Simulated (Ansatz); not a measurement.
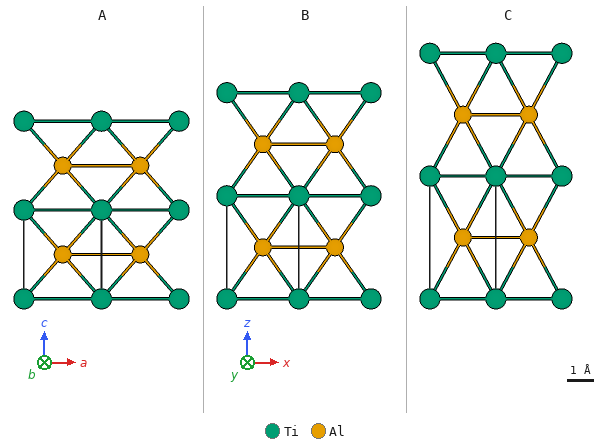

A scan of a crystal of TiAl (P4/mmm): the ratio of the cell's length along z to its lengths across, counted as 1 for the reference, is changed at fixed volume (a c/a path), with the atoms kept at their fractional coordinates. x, y and z are the Cartesian axes of the input. Style: ball-and-stick. Shown: the cell of the calculation, repeated 2 × 3 × 2 with one cell outlined, along the b axis.

Theory: DFT LDA, scalar-relativistic, plane waves, PAW in Ansatz. Set-up: plane-wave cutoff 420 eV; k-point mesh 10 × 10 × 8; occupations gaussian; smearing width 0.15 eV; no spin polarisation. Energies (free energies at the smearing named) are counted from the cell as listed in its source, which wasn't relaxed.

Question: Rank the frames from lowest to highest energy.

Answer: Lowest first: B (the relative ratio 1.00, 0.0 meV/atom), A (the relative ratio 0.80, 97.3 meV/atom), C (the relative ratio 1.30, 207.8 meV/atom). Over the whole scan: the lowest computed point lies at the relative ratio 1.00 (0.0 meV/atom). The end points stand at 97.3 meV/atom (0.80) and 207.8 meV/atom (1.30). The unrelaxed reference is under a pressure of −7.3 GPa. The distortion keeps the space group P4/mmm. At the relative ratio 1.30 the cell of the drawing goes a 2.837 → 2.600 Å, b 2.837 → 2.600 Å, c 4.059 → 4.835 Å.
